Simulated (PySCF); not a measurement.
## A study: C₄H₆NSi, charge −1, SMILES `C=C(C)[SiH-]C#N`

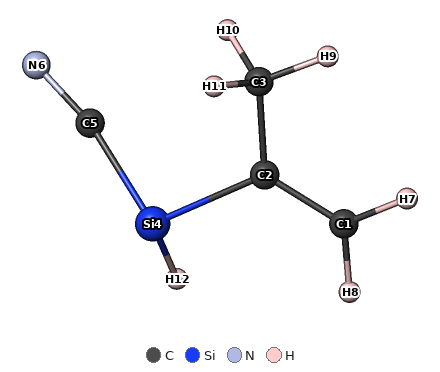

The molecule, with its atoms numbered as below. No frequency check shows the geometry to be a minimum.

Cartesian coordinates (Å):

```
C1      -2.3331    0.4302   -0.3504
C2      -1.1387   -0.0765   -0.0458
C3      -0.9947   -1.5477    0.2043
Si4      0.3417    0.9801    0.3579
C5       1.7877   -0.0050   -0.1944
N6       2.7853   -0.5947   -0.2770
H7      -3.2267   -0.1792   -0.4666
H8      -2.4715    1.4901   -0.5143
H9      -1.8893   -2.1056   -0.0907
H10     -0.1367   -1.9423   -0.3427
H11     -0.8085   -1.7315    1.2651
H12      0.3247    2.1045   -0.6049
```

### 1. In an electric field

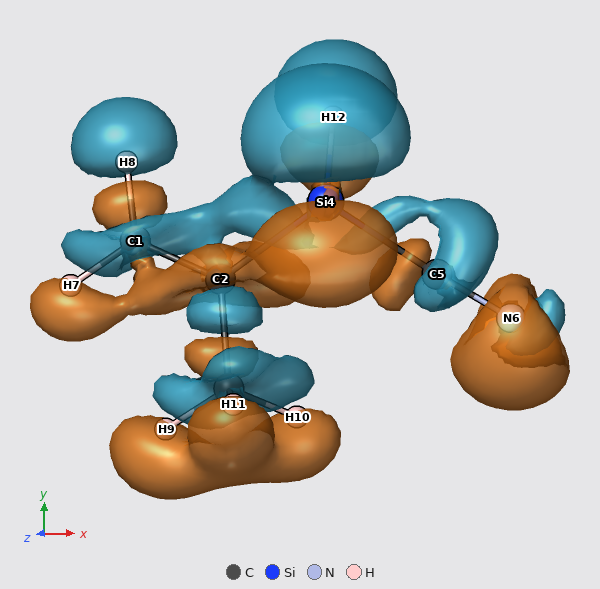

Change of the electron density in a uniform field of 0.10 V/Å, surfaces at ±0.0008 e/Å³ (light blue: gain, orange: loss).

Level of theory: PBE0/6-311+G** (PySCF), at a geometry from GFN2-xTB. For an anion such functionals hold the outermost electrons too loosely, so the response is rough. The basis has diffuse s and p functions alone, which still leaves polarisabilities too small, most of all across bonds.

Question: Along which Cartesian direction does the field point?

Answer: Along −y: electrons gather on the +y side, against the field.

Question: What dipole is induced, and what polarisability does it imply?

Answer: The induced dipole is 0.53 D (along the field); α along this axis, from the fields in both directions, is 103 bohr³ (15.2 Å³).

Question: Which atoms gain and lose the most charge?

Answer: Electrons gather most on Si4 (Hirshfeld charge changes by −0.010 e) and leave N6 most (+0.007 e); 0.042 electrons are displaced in all.

### 2. Removing or adding an electron

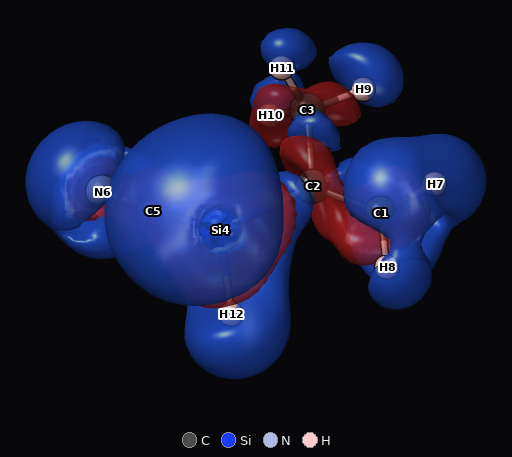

Fukui function f⁻ = ρ(N) − ρ(N−1) at fixed geometry, surfaces at ±0.008 e/Å³ (blue positive, red negative).

Method: BP86/def2-SVPD; geometry: GFN2-xTB; program: PySCF. The highest occupied Kohn–Sham orbital has positive energy, a self-interaction fault of such functionals for anions.

Question: On which atoms does the density change most on removal of an electron?

Answer: f⁻ (Hirshfeld-condensed) is largest on Si4 (0.43); the vertical detachment energy is 2.20 eV (the stability of the neutral species's solution wasn't checked). Condensed values hint at sites of electrophilic attack but needn't mark the atom that reacts. Orbital relaxation makes it negative in places (0.17 e in all).

### 3. Localised orbitals

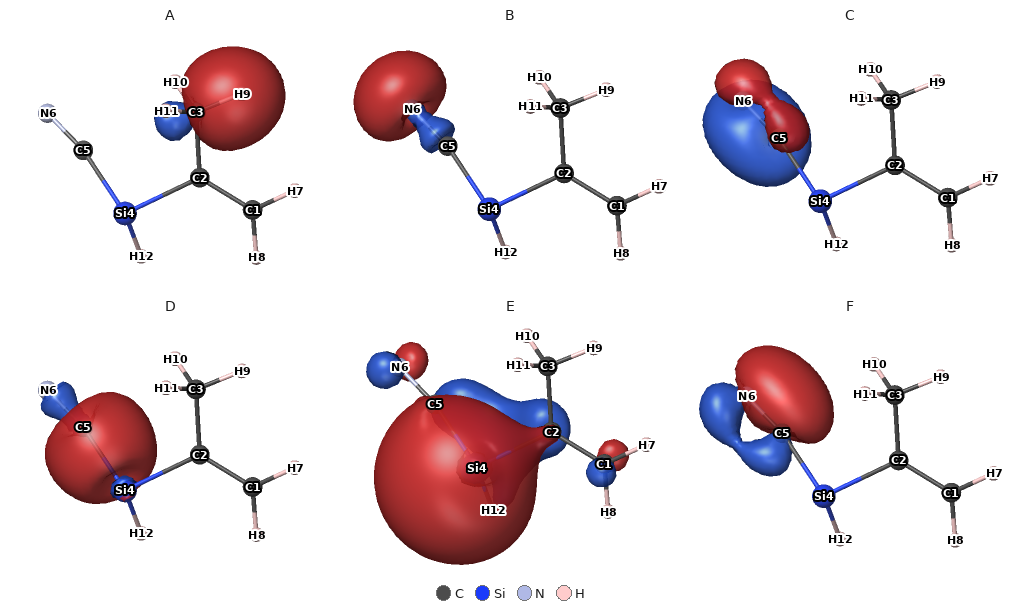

Localised orbitals, occupied; each surface holds about 85 % of the orbital's density. Energies are diagonal elements of the Fock matrix.

Computed with PySCF, PBE0/def2-TZVP, geometry: GFN2-xTB. The basis has no diffuse functions, which an anion needs.

Question: What does each orbital represent in a Lewis picture?

Answer: By panel:
- A: σ bond C3–H9 (C3 54 %, H9 45 %; −9.6 eV)
- B: lone pair on N6 (sp0.9-type) (N6 99 %; −7.0 eV)
- C: bent (banana) bond N6–C5 (N6 54 %, C5 45 %; −9.5 eV)
- D: σ bond C5–Si4 (C5 68 %, Si4 31 %; −8.9 eV)
- E: lone pair on Si4 (sp1.5-type) (Si4 90 %, C5 4 %; −1.8 eV)
- F: bent (banana) bond N6–C5 (N6 55 %, C5 45 %; −9.4 eV)

Question: Which localisation scheme gives orbitals like these: Pipek–Mezey, IBO or Foster–Boys?

Answer: Foster–Boys: it mixes σ and π into equivalent bent bonds, while the other two keep them apart.

The PySCF runs shown took 63 s, 82 s and 41 s on 1 thread of Arm Neoverse V2, on a shared host.
